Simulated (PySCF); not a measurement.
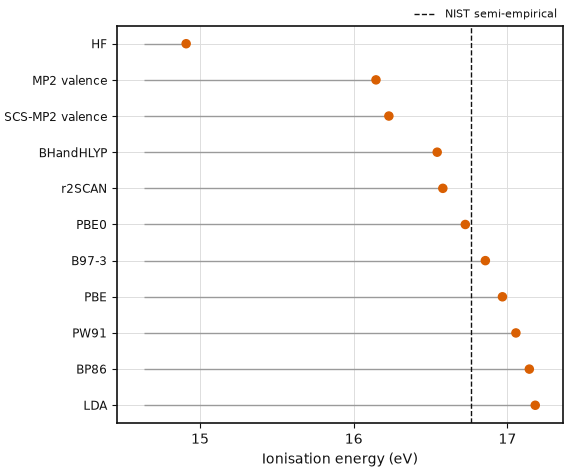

The ionisation energy of Ru⁺ ([Kr] 4d⁷ → [Kr] 4d⁶) across levels of theory. PySCF, aug-cc-pVDZ-PP with a 28-electron core potential, unrestricted single determinants, no spin-orbit coupling. Methods marked “valence” freeze 8 core electrons.

Q: Summarise the spread and list the values.

A: The values run from 14.91 eV (HF) to 17.18 eV (LDA). The NIST semi-empirical value is 16.76 ± 0.06 eV; nearest to it come PBE0 (−0.03) and B97-3 (+0.10), furthest HF (−1.85 eV).

| Method | Ionisation energy (eV) |
| --- | --- |
| HF | 14.91 |
| LDA | 17.18 |
| PBE | 16.97 |
| PBE0 | 16.73 |
| r2SCAN | 16.58 |
| B97-3 | 16.86 |
| BP86 | 17.14 |
| PW91 | 17.06 |
| BHandHLYP | 16.54 |
| MP2 valence | 16.14 |
| SCS-MP2 valence | 16.23 |

Known limits: spin-orbit shift not estimated.
